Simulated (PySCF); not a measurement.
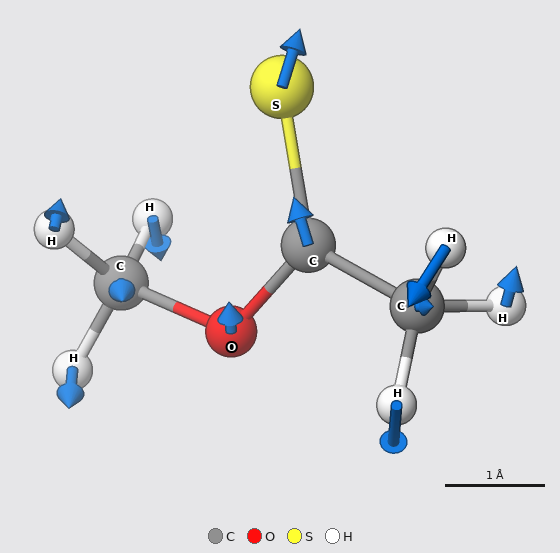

A relaxation of C3H6OS. The starting structure is drawn; blue arrows show the displacements, 10 times their true length. The two geometries are superimposed by the best rigid fit.

The picture is a ball-and-stick view, seen at a tilt.

The start comes from GFN2-xTB. Its atoms were then displaced at random by about 0.01 Å.

Computed with PySCF, PBE0-D3(BJ)/def2-SVP geometry optimisation, gas phase. 

Question: Atoms of which element are displaced furthest, and by how much?

Answer: Hydrogen: up to 0.098 Å, against 0.064 Å for sulfur.

Question: What happened in the run?

Answer: The energy falls by 12.9 kJ/mol in 6 geometry steps. An H atom moves most after the best rigid fit: 0.098 Å. By element the largest moves are H 0.098 Å, S 0.064 Å, C 0.052 Å, O 0.036 Å. Near-neighbour distances that change, for instance: C–C 1.442 → 1.497 Å, C–H 1.061 → 1.101 Å, C–O 1.442 → 1.415 Å, C–H 1.117 → 1.097 Å. Bond angles that change, for instance: H–C–H 104.8° → 107.5°, O–C–C 113.1° → 110.7°, O–C–S 122.7° → 124.8°.
